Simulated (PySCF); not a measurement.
## Electronic structure of AlO (charge +1, triplet) in real space

```yaml
atoms:
  - { symbol: Al, position_ang: [0.0000, 0.0000, -0.6588] }
  - { symbol: O, position_ang: [0.0000, 0.0000, 1.1112] }
```

These are results of PySCF 2.14.0, PBE0/def2-SVPD, non-relativistic Hamiltonian with scalar-relativistic core potentials where named, at a bond length of 1.770 Å, not measurements.

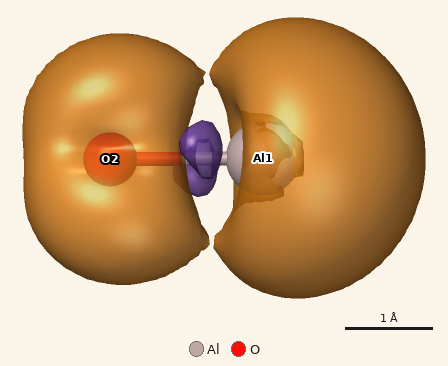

Figure 1. Isosurfaces of the spin density (α minus β) at +0.015 (orange) and −0.015 e/Å³ (purple), seen from one side.

Q: Where is the unpaired spin?

A: The unpaired spin (2 electrons) lies mostly on O2 (about 1.1) and Al1 (about 0.9), in electrons by Hirshfeld's partition.

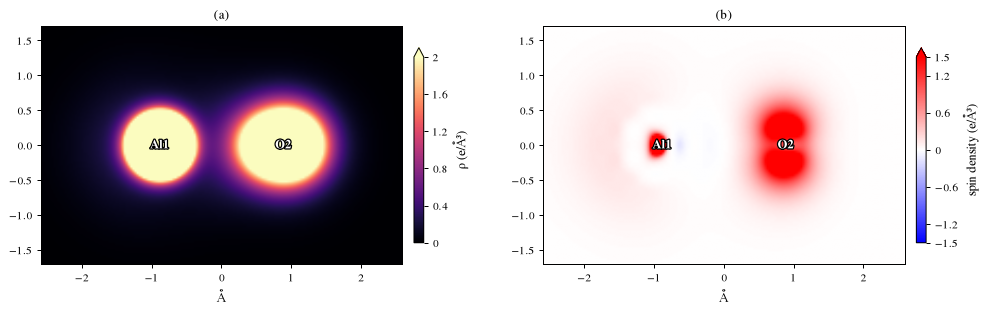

Figure 2. (a) total electron density; (b) spin density on a plane that holds the molecular axis.

Q: Interpret the plot.

A: The section cuts through Al and O sites. Al–O (1.77 Å): ρ at the midpoint is about 0.75 e/Å³.
